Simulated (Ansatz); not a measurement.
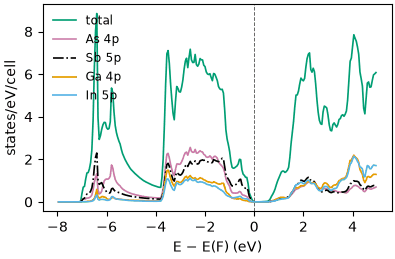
Fig. 1. Total and projected density of states of InGaSbAs in space group Pmm2 (No. 25; Pearson symbol oP8), plane-wave PAW r²SCAN (Ansatz code)

**Question.** Which orbitals carry the states next to the Fermi level?

**Answer.** Within 0.5 eV of the Fermi level: Sb 5p 56 %, As 4p 23 %, In 5p 12 %, Ga 4p 5 %. Projections are on Löwdin-orthogonalised atomic valence shells; empty p or d shells of many metals are not among them.

**Question.** Where is the tallest occupied peak in this window, and what makes it?

**Answer.** Near -6.4 eV, about 8.8 states/eV per cell; the largest projected share is Ga 4s.

The start of the workflow was typed in or built on a structure type; neither database checked (COD, Materials Project) lists it. Whether it is the stable phase at ambient conditions was not checked. Symmetry was held in the r²SCAN relaxation; its stability against distortions is not shown here. Scalar-relativistic: spin–orbit coupling is off unless named, which matters more the heavier the elements.

Potentials: the earlier of the program's two PAW sets.
